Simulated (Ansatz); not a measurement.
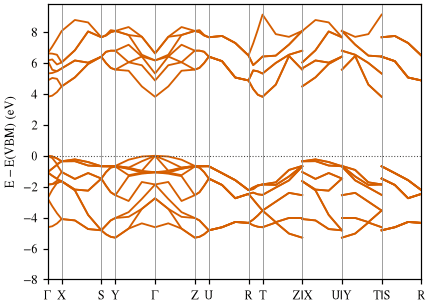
Band structure from plane-wave PAW HSE06 (Ansatz code)

Q: Read off the gap and where the band edges lie.

A: About 3.8 eV (3.81 eV among the points solved); maximum at Γ, minimum at Γ.

The material is MgS (rock salt, Fm-3m).

The cell was relaxed with HSE06 under the symmetry of its start. The hybrid was solved on a coarse mesh, the path and, where they were found, the r²SCAN edge points; its band edges are the extreme levels among these. Point labels and valley counts follow the cell and symmetry of the run, lower than the named group.

Potentials: the later of the program's two PAW sets.
